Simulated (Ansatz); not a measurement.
# C₂F₃O (SMILES O=C(F)[C+](F)F) (charge +1): what the fields show

Input

```
crystal:
  periodic: [false, false, false]
  atoms:
    - symbol: C
      position_ang: [-1.760515, 0.212705, -0.447846]
    - symbol: C
      position_ang: [-0.908818, 0.047177, -1.740192]
    - symbol: F
      position_ang: [-1.116141, -0.280291, 0.560252]
    - symbol: F
      position_ang: [-1.353855, 0.460292, -2.815592]
    - symbol: F
      position_ang: [0.208541, -0.485512, -1.747131]
    - symbol: O
      position_ang: [-2.814126, 0.724996, -0.510713]
basis:
  gaussian: {orbitals: def2-TZVPD}
total_charge: 1
hamiltonian: {xc: {name: PBE0}}
output: {forces: true, orbitals: {seedname: orbitals}}
```

Command:

```sh
ansatz run input.yaml --threads 1 --pin off --max-ram 2610MiB --events-out events.jsonl --progress --plain --runs-dir runs
```

Geometry: B3LYP-D3(BJ)/def2-SVP.

These are results of isolated molecule in a Gaussian basis; Kohn-Sham density functional theory, functional PBE0 (Ansatz 0.2.0), not measurements.

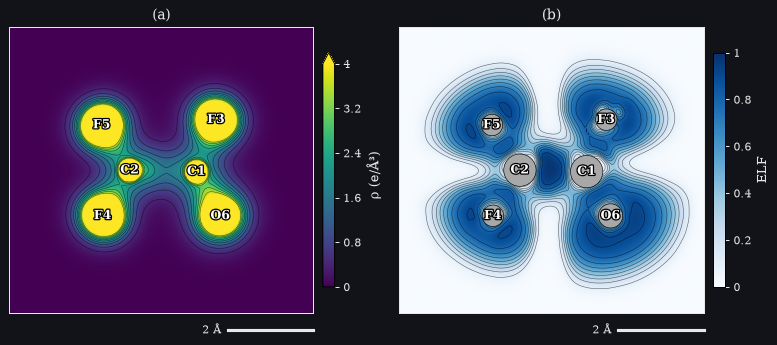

Figure 1. (a) total electron density; (b) ELF on the molecular plane. Grey discs cover the atomic cores in the ELF map.

> What do the fields say about this system?

- The section cuts through C, F and O sites.
- C–O (1.17 Å): ρ at the midpoint is about 3.7 e/Å³; the ELF peaks at about 0.85 between the atoms (a short, multiple covalent bond).
- C–F (1.23 Å): the density is about 3.2 e/Å³ at the midpoint; the ELF peaks at about 0.85 between the atoms, as expected for a shared but strongly polarised pair.
- C–C (1.56 Å): ρ at the midpoint is about 1.7 e/Å³; the ELF peaks at about 1 between the atoms (a covalent bond).
- C–F (1.29 Å): ρ is about 2.7 e/Å³ halfway; the ELF peaks at about 0.85 between the atoms (a shared but strongly polarised pair).
- The ELF also peaks beside F4, O6, F5 and F3, away from the bonds: lone-pair regions.

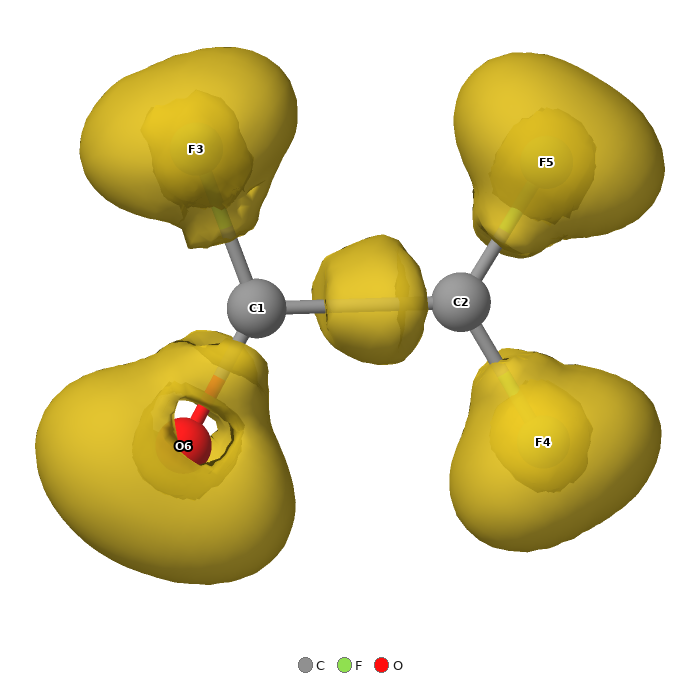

Figure 2. Isosurface of the electron localisation function at 0.75 (yellow), seen at a tilt. Core shells and regions of very low density are left out.

> Identify the bonds, lone pairs and shells in this picture.

The ELF exceeds this value in one region between bonded C–C atoms (shared pairs), three regions on F in which the atom's valence shell and bonds are merged and one region on O in which the atom's valence shell and bonds are merged.

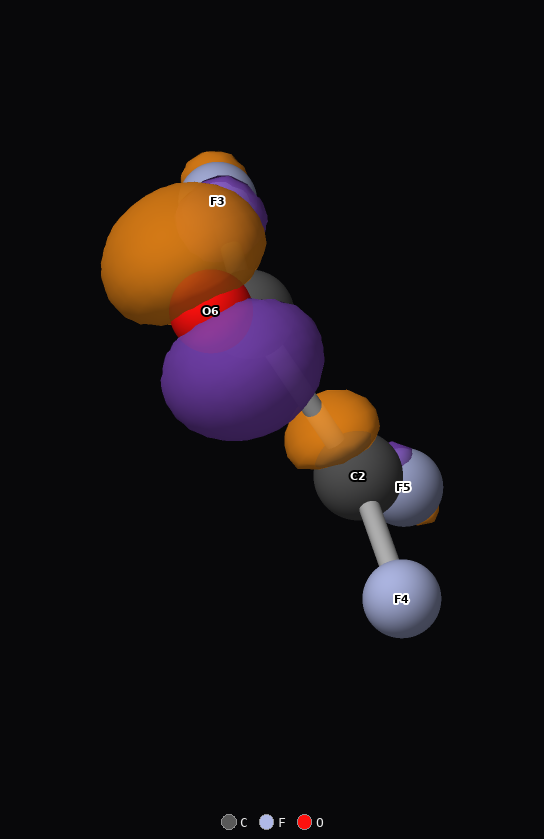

Figure 3. One frontier orbital at ±0.3 Å⁻³ᐟ² (orange and purple are the two phases), seen at an oblique angle.

> Which orbital is it: HOMO or LUMO?

The HOMO, at −16.74 eV. It lies mainly on O6 (about 70 %), C1 (about 10 %), F3 (about 5 %) and C2 (about 5 %); it is symmetric in the molecular plane (an in-plane orbital: σ, lone-pair or in-plane π type); largely a lone pair of O6.
